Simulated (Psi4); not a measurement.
**SiH (SMILES [SiH]): UTPSS/def2-SVP (sweep point 1)**

Aim: the vertical ionisation energy of SiH at UTPSS/def2-SVP (sweep point 1), from 2 runs. 

Program for the calculation: Psi4 1.11.

## Step 1: Starting point

SiH: 2 atoms, total charge 0, spin state doublet. As SMILES, `[SiH]`. The shape is that of a GFN2-xTB optimisation.

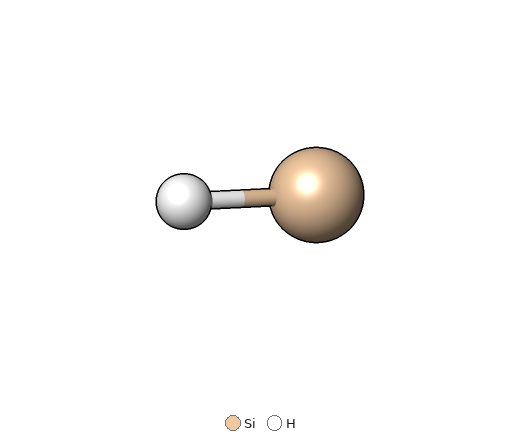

Viewed from a chosen angle; silicon light orange, hydrogen white.

## Step 2: The energy at UTPSS/def2-SVP (sweep point 1)

Contents of calc.in:

```
memory 1600 MB

molecule {
  0 2
  Si     0.000000     0.000000     0.000000
  H      0.000000     0.000000     1.516560
  symmetry c1
}

set {
  basis def2-SVP
  reference uks
  puream true
  scf_type pk
  dft_radial_points 99
  dft_spherical_points 590
  maxiter 150
}

e, wfn = energy('tpss', return_wfn=True)
```

Run with:

```sh
psi4 -n 1 calc.in calc.out
```

calc.out:

```text
[...]
  Running in c1 symmetry.
[...]
  Nuclear repulsion =    4.885056278274516
[...]
  Multiplicity = 2
[...]
  Nalpha       = 8
  Nbeta        = 7
[...]
    Number of basis functions: 23
[...]
   @UKS iter   1:  -289.89507998412228   -3.00238e-01   5.92485e-03 DIIS/ADIIS
[...]
   @UKS iter   8:  -289.91192296367120   -2.11384e-09   1.50724e-07 DIIS
[...]
   @S^2 Observed:                7.555847971E-01
[...]
    Orbital Energies [Eh]
    ---------------------
    Alpha Occupied:
       1A    -65.694919     2A     -5.139012     3A     -3.524321
       4A     -3.517442     5A     -3.511988     6A     -0.451528
       7A     -0.252626     8A     -0.169211
    Alpha Virtual:
       9A     -0.147915    10A      0.038163    11A      0.147881
      12A      0.318851    13A      0.379664    14A      0.384637
      15A      0.402690    16A      0.403482    17A      0.407794
      18A      0.408687    19A      0.512655    20A      0.777317
      21A      1.543209    22A      1.546475    23A      2.047559
[...]
  @UKS Final Energy:  -289.91192296367120
   => Energetics <=
    Nuclear Repulsion Energy =              4.8850562782745159
    One-Electron Energy =                -410.8462224183822400
    Two-Electron Energy =                 137.2558834600724822
    DFT Exchange-Correlation Energy =     -21.2066402836359735
    Empirical Dispersion Energy =           0.0000000000000000
    VV10 Nonlocal Energy =                  0.0000000000000000
    Total Energy =                       -289.9119229636712021
[...]
 Multipole Moments:
 ------------------------------------------------------------------------------------
     Multipole            Electronic (a.u.)      Nuclear  (a.u.)        Total (a.u.)
 ------------------------------------------------------------------------------------
 L = 1.  Multiply by 2.5417464519 to convert [e a0] to [Debye]
 Dipole X            :          0.0000000            0.0000000            0.0000000
 Dipole Y            :          0.0000000            0.0000000            0.0000000
 Dipole Z            :         -1.2306348            1.3711443            0.1405095
 Magnitude           :                                                    0.1405095
[...]
```

It took 6.3 s on 1 thread of Intel Xeon 6975P-C (Granite Rapids), shared host; peak memory 0.39 GiB.

## Step 3: The singlet cation, same level

Contents of input.in:

```
memory 1.6 GB

molecule molecule1 {
  1 1
  Si     0.000000     0.000000     0.000000
  H      0.000000     0.000000     1.516560
  units angstrom
  symmetry c1
}

set basis def2-SVP
set reference rks
set puream true
set scf_type pk
set dft_radial_points 99
set dft_spherical_points 590

energy_value, wavefunction = energy('tpss', return_wfn=True)
```

Run with:

```sh
psi4 -n 1 input.in input.out
```

input.out:

```text
[...]
  Running in c1 symmetry.
[...]
  Nuclear repulsion =    4.885056278274516
[...]
  Multiplicity = 1
[...]
  Nalpha       = 7
  Nbeta        = 7
[...]
    Number of basis functions: 23
[...]
   @RKS iter   1:  -289.60466639454296   -9.82472e-03   4.61837e-03 DIIS/ADIIS
[...]
   @RKS iter   6:  -289.61479451322919   -8.92777e-09   1.96398e-07 DIIS
[...]
    Orbital Energies [Eh]
    ---------------------
    Doubly Occupied:
       1A    -66.057119     2A     -5.493505     3A     -3.877343
       4A     -3.877343     5A     -3.862336     6A     -0.739901
       7A     -0.531959
[...]
  @RKS Final Energy:  -289.61479451322919
   => Energetics <=
    Nuclear Repulsion Energy =              4.8850562782745159
    One-Electron Energy =                -405.8493015086233413
    Two-Electron Energy =                 132.2924301106640144
    DFT Exchange-Correlation Energy =     -20.9429793935443946
    Empirical Dispersion Energy =           0.0000000000000000
    VV10 Nonlocal Energy =                  0.0000000000000000
    Total Energy =                       -289.6147945132291852
[...]
 Multipole Moments:
 ------------------------------------------------------------------------------------
     Multipole            Electronic (a.u.)      Nuclear  (a.u.)        Total (a.u.)
 ------------------------------------------------------------------------------------
 L = 1.  Multiply by 2.5417464519 to convert [e a0] to [Debye]
 Dipole X            :          0.0000000            0.0000000            0.0000000
 Dipole Y            :          0.0000000            0.0000000            0.0000000
 Dipole Z            :         -1.1510329            1.3711443            0.2201115
 Magnitude           :                                                    0.2201115
[...]
```

Wall time 3.9 s (1 thread of Intel Xeon 6975P-C (Granite Rapids), shared host); peak memory 0.39 GiB.

## Step 4: Outcome

Level: UTPSS/def2-SVP (sweep point 1).

```
                                          quantity          value
                         doublet SiH: total energy  -289.91192 Eh
                        doublet SiH: dipole moment         0.36 D
   doublet SiH: HOMO energy (highest over α and β)       -4.60 eV
    doublet SiH: LUMO energy (lowest over α and β)       -4.02 eV
                                 doublet SiH: ⟨S²⟩          0.756
                      singlet cation: total energy  -289.61479 Eh
                       singlet cation: HOMO energy      -14.48 eV
                       singlet cation: LUMO energy      -11.45 eV
                     singlet cation: HOMO–LUMO gap        3.03 eV
vertical ionisation energy (to the singlet cation)       8.085 eV
```

Removing an electron at fixed nuclei costs 8.09 eV (186 kcal/mol). Only the singlet of the ionised species was computed; a triplet could lie lower.
